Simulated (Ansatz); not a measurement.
All values below come from PBE (plane waves to 420 eV, PAW; Ansatz, a first-principles code).

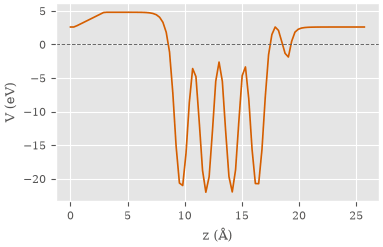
Electrostatic potential energy of an electron, averaged over planes parallel to the surface, in eV from the Fermi level, for NH3 on the 1x1 (110) surface of bcc W, one in a 2x2 cell, started at the site 'top W'

Slab: 20 atoms, 6.6 Å thick at the start under the adsorbate (thin: gaps and levels are the slab's own); k 6x6x1, smearing 0.1 eV, dipole-corrected; 8 atoms held, the rest relaxed; no symmetry held; no spin, no spin-orbit, no U, no dispersion correction. At the end it is bonded to W. In PBE it is, or lies within 0.03 eV of, the lowest of the starts that converged.

Task: The surface cell has an area of 28.68 Å². What dipole along the normal does the step between the two vacuum levels imply?

Result: the top vacuum level lies 2.20 eV below the bottom one; p = −ε₀ A ΔV (ε₀ = 0.005526 e/(V·Å)) gives 0.35 e·Å a cell.
